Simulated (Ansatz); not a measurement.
# Na2LiBF6: complex band structure, part 2 of 2

Wanted: the relaxed cell of Na2LiBF6, its band edges and its decay constants. It is built by putting B for Ga, Na for Rb in the Rb2LiGaF6 structure of space group Fm-3m, with the volume rescaled by atomic radii. The parent structure comes from the Materials Project.

Ansatz 0.2.0; PBE DFT, plane waves, PAW files (the session's first sound run).

So far, gap on path (eV): step 3 (the bulk crystal and its band edges) 7.04.

The structure was built from a prototype and need not be the compound's stable phase.

## 4. Decaying states in the gap, plane (001)

This step: PBE DFT, plane waves, PAW files; complex bands by layer matching along the plane's normal (Ansatz 0.2.0).

The same crystal is laid in a cell whose first two vectors span the (001) plane (indices of the standard conventional cell, whose axes can be ordered otherwise than in the bulk input). At fixed energy and wavevector in the plane the solver finds all kz, real and complex. A few wavevectors are listed, (0, 0) and (0.5, 0) in units of the plane's reciprocal vectors; the slowest state needn't be among them.

File input.yaml:

```yaml
crystal:
  lattice:
    - [5.161958137, 0.0, 0.0]
    - [0.0, 5.161958137, 0.0]
    - [2.580979069, 2.580979069, 3.650055603]
  atoms:
    - { symbol: Na, position: [0.25, 0.75, 0.5] }
    - { symbol: Na, position: [0.75, 0.25, 0.5] }
    - { symbol: Li, position: [0.5, 0.5, 0.0] }
    - { symbol: B, position: [0.0, 0.0, 0.0] }
    - { symbol: F, position: [0.775588276, 0.775588276, 0.448823448] }
    - { symbol: F, position: [0.775588276, 0.224411724, 0.0] }
    - { symbol: F, position: [0.224411724, 0.224411724, 0.551176552] }
    - { symbol: F, position: [0.224411724, 0.224411724, 0.0] }
    - { symbol: F, position: [0.775588276, 0.775588276, 0.0] }
    - { symbol: F, position: [0.224411724, 0.775588276, 0.0] }
kpoints:
  mp_grid: { grid: [6, 6, 6] }
scf:
  occupations: { method: fixed }
hamiltonian:
  xc: pbe
output:
  eigenvalues: true
  transmission:
    leads: [[0, 0]]
    kpoints: [[0.0, 0.0], [0.5, 0.0]]
    e_range: [-1.0, 8.04]
    de: 0.18
```

Run with:

```sh
$ ansatz run input.yaml --threads 2 --pin off --max-ram 4096MiB --backend cpu --events-out ev --progress --plain --runs-dir out
```

Numbers of over 12 decimals in the logs are rounded to 6 here.

The program printed:

```text
[...]
Crystal: 10 atoms, lattice volume = 97.259 Å³
Basis set: ecut = 420 eV, 1917 PW (Γ)
Bands: 43, of which v1, the nominal top of the filled ones, is band 33 counted from 1 (32 counted from 0)
Symmetry: 48 space group operations
[...]
k-points: 16 of 216
[...]
SCF iter   1: F=—  HF=-8192.864355 eV  |F-HF|=—  |Δ(HF+E_count)|=         —  Δρ=1.63e-3  dr2=1.80e-3  ethr=1.77e-3  ⟨swp⟩=4.8  Hψ=2532  notcnv=0  defer=124
[...]
SCF iter   6: F=-8192.864529 eV  HF=-8192.864529 eV  |F-HF|=5.17e-9  |Δ(HF+E_count)|=   4.94e-8  Δρ=5.41e-6  dr2=2.39e-8  ethr=1.52e-10  ⟨swp⟩=8.5  Hψ=2421  notcnv=0
SCF 1 converged in 6 iterations: F = -8192.864529 eV  dr2 = 2.39e-8
[...]
transmission: 6 of 12 steps passed
transmission: 12 of 12 steps passed
SCF converged after 6 iterations
Free energy (F): -8192.864529 eV
[...]
Internal energy: -8192.864529 eV  (E = F + TS)
E sigma→0 (E₀):  -8192.864529 eV
Fermi energy:    2.300101 eV
[...]
--- Band table (eV; the first three rows and the last of 16) ---
  k-point 0: bands = [... 29 lower, 1.4918, 2.3001, 2.3001, 2.3001, 9.3435, 12.9729, 13.4788, 13.4788, ... 6 higher]
  k-point 1: bands = [... 29 lower, 1.4448, 2.1387, 2.1387, 2.2965, 9.8401, 13.1169, 13.6033, 13.6033, ... 6 higher]
  k-point 2: bands = [... 29 lower, 1.4106, 1.7770, 1.7770, 2.2891, 11.0905, 13.4195, 13.8267, 13.8267, ... 6 higher]
  k-point 15: bands = [... 29 lower, 1.3665, 1.6764, 1.9886, 2.0036, 12.2197, 12.6699, 13.5130, 13.9852, ... 6 higher]
--- Transmission ---
  basis      : 241 plane waves across, 6 finite elements along
  points     : 2, as listed
  energies   : 51 from -1.000000 to 8.000000 eV about the Fermi level, 0.180000 eV apart; the leads are filled to 3.521691 eV, and channels, transmission and decay are at 3.500000 eV
  crystal 0  : Li1B1F6Na2, at the sites [0, 0], period 3.6501 Å: whole cells are its period
    offset         : up to 0.0000 Å between an atom of the period and one for which it stands
    channels       : 0.000000e0 a spin
    conductance    : none, the energies end too early or step too widely for 300 K: set another output.transmission.e_range or a lower de, or, where they end at an eighth of basis.ecutwfc, a higher one
    slowest decay  : 0.5905 /Å at (0.0000, 0.0000)
```

Wall time 43 s (2 threads of Intel Xeon Platinum 8259CL at 2.50GHz (Skylake/Cascade Lake), shared host); peak memory 0.74 GiB.

Numbers from this step:

| Property | Result |
| --- | --- |
| level to which the leads are filled | 3.522 eV from the Fermi level |
| decay constant at the filling level, zone centre | 0.5905 Å⁻¹ |
| decay constant at the filling level, slowest listed point | 0.5905 Å⁻¹ |

K parallel (0, 0); values up to 1.5 1/Å, a degenerate pair printed once or twice; energies at which all values exceed this have no row. The Im kz of the slowest decaying states by energy, zero at the highest filled level on the SCF mesh:

| energy (eV) | decay 1 (Å⁻¹) | decay 2 (Å⁻¹) | decay 3 (Å⁻¹) | decay 4 (Å⁻¹) |
| --- | --- | --- | --- | --- |
| -1.000 | 0.107 | 0.116 | 0.233 | 0.289 |
| -0.460 | 0.296 | 0.381 | 0.471 | 0.612 |
| 0.080 | 0.194 | 0.437 | 0.466 | 0.660 |
| 0.440 | 0.433 | 0.491 | 0.509 | 0.740 |
| 0.980 | 0.544 | 0.559 | 0.611 | 0.827 |
| 1.520 | 0.578 | 0.593 | 0.728 | 0.889 |
| 2.060 | 0.598 | 0.617 | 0.816 | 0.933 |
| 2.420 | 0.604 | 0.630 | 0.865 | 0.949 |
| 2.960 | 0.602 | 0.645 | 0.931 | 0.964 |
| 3.500 | 0.590 | 0.655 | 0.972 | 0.986 |
| 4.040 | 0.569 | 0.661 | 0.976 | 1.01 |
| 4.580 | 0.536 | 0.662 | 0.976 | 1.03 |
| 4.940 | 0.508 | 0.661 | 0.975 | 1.04 |
| 5.480 | 0.453 | 0.656 | 0.969 | 1.03 |
| 6.020 | 0.379 | 0.648 | 0.961 | 1.01 |
| 6.560 | 0.268 | 0.635 | 0.949 | 0.984 |
| 6.920 | 0.138 | 0.624 | 0.940 | 0.966 |
| 7.460 | 0.603 | 0.924 | 0.934 | 0.942 |
| 8.000 | 0.578 | 0.895 | 0.906 | 0.909 |

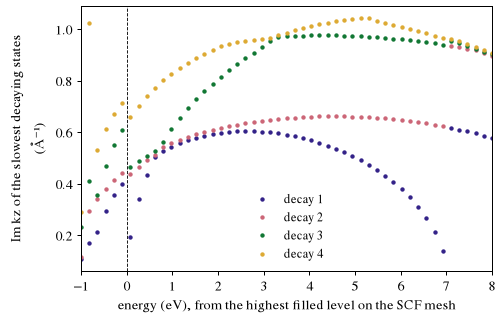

Im kz of the slowest decaying states, plotted against energy.

K parallel (0.5, 0); values up to 1.5 1/Å, a degenerate pair printed once or twice; energies at which all values exceed this have no row. The Im kz of the slowest decaying states by energy, zero at the highest filled level on the SCF mesh:

| energy (eV) | decay 1 (Å⁻¹) | decay 2 (Å⁻¹) | decay 3 (Å⁻¹) | decay 4 (Å⁻¹) |
| --- | --- | --- | --- | --- |
| -1.00 | 0.284 | 0.914 | 1.13 | 1.43 |
| 0.08 | 0.469 | 0.714 | 1.28 | 1.35 |
| 0.98 | 0.683 | 0.908 | 0.927 | 1.27 |
| 2.06 | 0.852 | 1.04 | 1.13 | 1.36 |
| 2.96 | 0.869 | 1.03 | 1.11 | 1.38 |
| 4.04 | 0.910 | 1.05 | 1.19 | 1.38 |
| 4.94 | 0.935 | 1.09 | 1.29 | 1.38 |
| 6.02 | 0.903 | 0.975 | 1.07 | 1.23 |
| 6.92 | 0.769 | 0.954 | 1.13 | 1.30 |
| 8.00 | 0.543 | 0.893 | 1.04 | 1.31 |

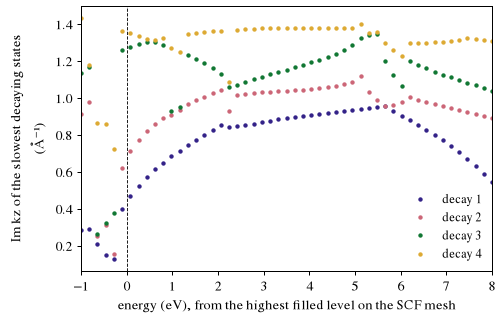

Im kz of the slowest decaying states, plotted against energy.

At the listed wavevectors the last open channel is at -0.10 eV and the next at +7.10 eV on the grid. At +3.50 eV, the grid energy nearest the filling level (the middle of the gap on the SCF mesh), the slowest state at the listed wavevectors decays with κ = 0.591 Å⁻¹, its amplitude falling by e over 1.7 Å. Through 1 nm of this crystal that state's transmission falls by exp(−2 × 0.591 Å⁻¹ × 10 Å) = 7.4e-6.

## 5. Decay over the two-dimensional zone

The listed points could miss the slowest state, so one energy near mid-gap is solved on a mesh of 10×10.

Edit input.yaml of step 4 so:

```diff
@@ -24,6 +24,2 @@
   eigenvalues: true
-  transmission:
-    leads: [[0, 0]]
-    kpoints: [[0.0, 0.0], [0.5, 0.0]]
-    e_range: [-1.0, 8.04]
-    de: 0.18
+  transmission: { leads: [[0, 0]], kmesh: [10, 10], e_range: [3.52, 3.53], de: 0.05 }
```

The program printed:

```text
[...]
Crystal: 10 atoms, lattice volume = 97.259 Å³
Basis set: ecut = 420 eV, 1917 PW (Γ)
Bands: 43, of which v1, the nominal top of the filled ones, is band 33 counted from 1 (32 counted from 0)
Symmetry: 48 space group operations
[...]
k-points: 16 of 216
[...]
SCF iter   1: F=—  HF=-8192.864355 eV  |F-HF|=—  |Δ(HF+E_count)|=         —  Δρ=1.63e-3  dr2=1.80e-3  ethr=1.77e-3  ⟨swp⟩=4.8  Hψ=2532  notcnv=0  defer=124
[...]
SCF iter   6: F=-8192.864529 eV  HF=-8192.864529 eV  |F-HF|=5.17e-9  |Δ(HF+E_count)|=   4.94e-8  Δρ=5.41e-6  dr2=2.39e-8  ethr=1.52e-10  ⟨swp⟩=8.5  Hψ=2421  notcnv=0
SCF 1 converged in 6 iterations: F = -8192.864529 eV  dr2 = 2.39e-8
[...]
transmission: 20 of 105 steps passed
transmission: 40 of 105 steps passed
[...]
transmission: 105 of 105 steps passed
SCF converged after 6 iterations
Free energy (F): -8192.864529 eV
[...]
Internal energy: -8192.864529 eV  (E = F + TS)
E sigma→0 (E₀):  -8192.864529 eV
Fermi energy:    2.300101 eV
[...]
--- Band table (eV; the first three rows and the last of 16) ---
  k-point 0: bands = [... 29 lower, 1.4918, 2.3001, 2.3001, 2.3001, 9.3435, 12.9729, 13.4788, 13.4788, ... 6 higher]
  k-point 1: bands = [... 29 lower, 1.4448, 2.1387, 2.1387, 2.2965, 9.8401, 13.1169, 13.6033, 13.6033, ... 6 higher]
  k-point 2: bands = [... 29 lower, 1.4106, 1.7770, 1.7770, 2.2891, 11.0905, 13.4195, 13.8267, 13.8267, ... 6 higher]
  k-point 15: bands = [... 29 lower, 1.3665, 1.6764, 1.9886, 2.0036, 12.2197, 12.6699, 13.5130, 13.9852, ... 6 higher]
--- Transmission ---
  basis      : 241 plane waves across, 5 finite elements along
  points     : 21, standing for a mesh of 10 x 10
  energies   : 1 from 3.520000 to 3.520000 eV about the Fermi level; the leads are filled to 3.521691 eV, and channels, transmission and decay are at 3.520000 eV
[...]
channels       : 0.000000e0 a spin
    conductance    : none, crystal 0 has no channel at the energies, or these end too early or step too widely for 300 K: set another output.transmission.e_range or a lower de, or, where they end at an eighth of basis.ecutwfc, a higher one
    slowest decay  : 0.5899 /Å at (0.0000, 0.0000)
```

Run time: 21 s. Hardware: 2 threads; peak memory 0.75 GiB; 41 s of CPU time.

This step gave:

```yaml
least_decay_constant_on_the_mesh: 0.5899 Å⁻¹
```

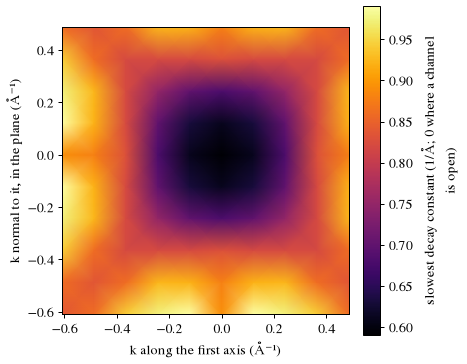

Slowest decay constant (1/Å; 0 where a channel is open) over k1 and k2. At 3.5200 eV from the Fermi level.

The least value on the mesh is 0.590 Å⁻¹ at +3.52 eV. At that energy the listed points give about 0.590 Å⁻¹ by interpolation, so the mesh holds no clearly slower state.

## 6. Complex bands, plane (111)

The same for the (111) plane, at (0, 0) and (0.5, 0), to see how the decay depends on direction.

File input.yaml:

```yaml
crystal:
  lattice:
    - [5.161958137, 0.0, 0.0]
    - [2.580979069, 4.47038688, 0.0]
    - [2.580979069, 1.49012896, 4.21472117]
  atoms:
    - { symbol: Na, position: [0.75, 0.75, 0.75] }
    - { symbol: Na, position: [0.25, 0.25, 0.25] }
    - { symbol: Li, position: [0.5, 0.5, 0.5] }
    - { symbol: B, position: [0.0, 0.0, 0.0] }
    - { symbol: F, position: [0.775588276, 0.224411724, 0.224411724] }
    - { symbol: F, position: [0.224411724, 0.224411724, 0.775588276] }
    - { symbol: F, position: [0.224411724, 0.775588276, 0.775588276] }
    - { symbol: F, position: [0.224411724, 0.775588276, 0.224411724] }
    - { symbol: F, position: [0.775588276, 0.224411724, 0.775588276] }
    - { symbol: F, position: [0.775588276, 0.775588276, 0.224411724] }
kpoints:
  mp_grid: { grid: [6, 6, 6] }
scf:
  occupations: { method: fixed }
hamiltonian:
  xc: pbe
output:
  eigenvalues: true
  transmission:
    leads: [[0, 0]]
    kpoints: [[0.0, 0.0], [0.5, 0.0]]
    e_range: [-1.0, 8.04]
    de: 0.23
```

The program printed:

```text
[...]
Crystal: 10 atoms, lattice volume = 97.259 Å³
Basis set: ecut = 420 eV, 1917 PW (Γ)
Bands: 43, of which v1, the nominal top of the filled ones, is band 33 counted from 1 (32 counted from 0)
Symmetry: 48 space group operations
[...]
k-points: 16 of 216
[...]
SCF iter   1: F=—  HF=-8192.864347 eV  |F-HF|=—  |Δ(HF+E_count)|=         —  Δρ=1.63e-3  dr2=1.80e-3  ethr=1.77e-3  ⟨swp⟩=4.8  Hψ=2528  notcnv=0  defer=125
[...]
SCF iter   6: F=-8192.864531 eV  HF=-8192.864531 eV  |F-HF|=4.87e-9  |Δ(HF+E_count)|=   5.13e-8  Δρ=5.24e-6  dr2=2.24e-8  ethr=1.52e-10  ⟨swp⟩=8.4  Hψ=2407  notcnv=0
SCF 1 converged in 6 iterations: F = -8192.864531 eV  dr2 = 2.24e-8
[...]
transmission: 6 of 12 steps passed
transmission: 12 of 12 steps passed
SCF converged after 6 iterations
Free energy (F): -8192.864531 eV
[...]
Internal energy: -8192.864531 eV  (E = F + TS)
E sigma→0 (E₀):  -8192.864531 eV
Fermi energy:    2.300100 eV
[...]
--- Band table (eV; the first three rows and the last of 16) ---
  k-point 0: bands = [... 29 lower, 1.4918, 2.3001, 2.3001, 2.3001, 9.3435, 12.9729, 13.4788, 13.4788, ... 6 higher]
  k-point 1: bands = [... 29 lower, 1.4861, 2.2102, 2.2102, 2.2511, 9.7148, 13.0544, 13.4083, 13.7884, ... 6 higher]
  k-point 2: bands = [... 29 lower, 1.5079, 2.0571, 2.0571, 2.1357, 10.6271, 12.7848, 13.4579, 14.2600, ... 6 higher]
  k-point 15: bands = [... 29 lower, 1.3171, 1.5706, 1.8032, 2.1437, 12.7873, 12.7899, 13.3482, 13.6484, ... 6 higher]
--- Transmission ---
  basis      : 199 plane waves across, 6 finite elements along
  points     : 2, as listed
[...]
crystal 0  : Na2F6B1Li1, at the sites [0, 0], period 4.2147 Å: whole cells are its period
[...]
channels       : 0.000000e0 a spin
[...]
slowest decay  : 0.5543 /Å at (0.0000, 0.0000)
```

Wall time 17 s (2 threads); peak memory 0.71 GiB.

This step gave:

```yaml
decay_constant_at_the_filling_level_zone_centre: 0.5543 Å⁻¹
decay_constant_at_the_filling_level_slowest_listed_point: 0.5543 Å⁻¹
```

K parallel (0, 0); values up to 1.5 1/Å, a degenerate pair printed once or twice; energies at which all values exceed this have no row. The Im kz of the slowest decaying states by energy, zero at the highest filled level on the SCF mesh:

| energy (eV) | decay 1 (Å⁻¹) | decay 2 (Å⁻¹) | decay 3 (Å⁻¹) | decay 4 (Å⁻¹) |
| --- | --- | --- | --- | --- |
| -1.00 | 0.0809 | 0.323 | 0.715 | 1.04 |
| -0.08 | 0.360 | 0.544 | 0.962 | 1.08 |
| 1.07 | 0.503 | 0.542 | 0.741 | 0.883 |
| 1.99 | 0.550 | 0.636 | 0.832 | 1.08 |
| 2.91 | 0.563 | 0.686 | 0.894 | 1.07 |
| 4.06 | 0.540 | 0.717 | 0.947 | 1.04 |
| 4.98 | 0.486 | 0.721 | 0.976 | 1.01 |
| 5.90 | 0.389 | 0.711 | 0.969 | 0.996 |
| 7.05 | 0.678 | 0.903 | 1.01 | 1.39 |

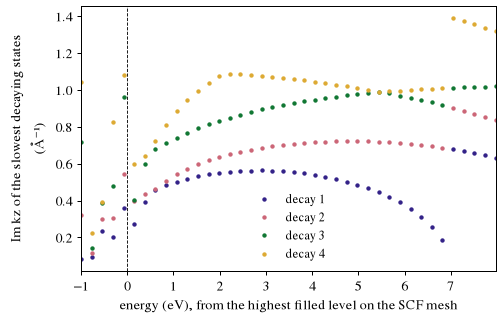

Im kz of the slowest decaying states against energy.

K parallel (0.5, 0); values up to 1.5 1/Å, a degenerate pair printed once or twice; energies at which all values exceed this have no row. Im kz of the slowest decaying states against energy, zero at the highest filled level on the SCF mesh:

| energy (eV) | decay 1 (Å⁻¹) | decay 2 (Å⁻¹) | decay 3 (Å⁻¹) | decay 4 (Å⁻¹) |
| --- | --- | --- | --- | --- |
| -1.00 | 0.263 | 0.341 | 0.447 | 0.566 |
| -0.08 | 0.304 | 0.321 | 0.408 | 0.518 |
| 1.07 | 0.590 | 0.654 | 0.723 | 0.749 |
| 1.99 | 0.671 | 0.767 | 0.817 | 0.887 |
| 2.91 | 0.717 | 0.830 | 0.882 | 0.952 |
| 4.06 | 0.741 | 0.873 | 0.940 | 1.01 |
| 4.98 | 0.738 | 0.887 | 0.977 | 1.05 |
| 5.90 | 0.716 | 0.884 | 1.01 | 1.07 |
| 7.05 | 0.651 | 0.858 | 1.08 | 1.10 |

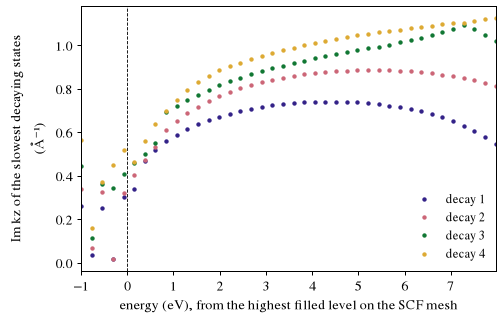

Im kz of the slowest decaying states against energy.

At the listed wavevectors the last open channel is at -0.08 eV and the next at +7.05 eV on the grid. At +3.60 eV, the grid energy nearest the filling level (the middle of the gap on the SCF mesh), the slowest state at the listed wavevectors decays with κ = 0.554 Å⁻¹, its amplitude falling by e over 1.8 Å; the first such run, plane (001), gave 0.591 Å⁻¹.

## 7. Summary of results

```json
{
  "band gap": "7.04 eV",
  "least decay constant at mid-gap, normal to (001)": "0.591 Å⁻¹",
  "least decay constant at mid-gap, normal to (111)": "0.554 Å⁻¹",
  "least decay constant on a mesh, normal to (001)": "0.590 Å⁻¹"
}
```

**Reading.** With PBE, the slowest decay at the wavevectors tried is κ = 0.554 Å⁻¹, normal to (111). Through such a film the transmission near mid-gap falls as exp(−2κd), a factor of ten every 2.1 Å. The directions tried decay at nearly the same rate. A free electron under a barrier of half the gap would need a mass of 0.33 mₑ to decay at this rate. The compound is made up by substitution; its stability against other phases and against distortions of the cell's symmetry was not tested. A semilocal functional narrows gaps, so real decay constants are likely larger.

[Logs are printed without paths, hosts, clocks, repeated set-up lines and the standing remarks that a program may print on its own settings, such as how far it seeks lower states.]

[Hosts, paths, dates, database ids (printed as entryN), source tags and the programs' standing remarks are cut or masked in the printed files.]

[New means built here by substitution; the compound itself may be known and measured.]
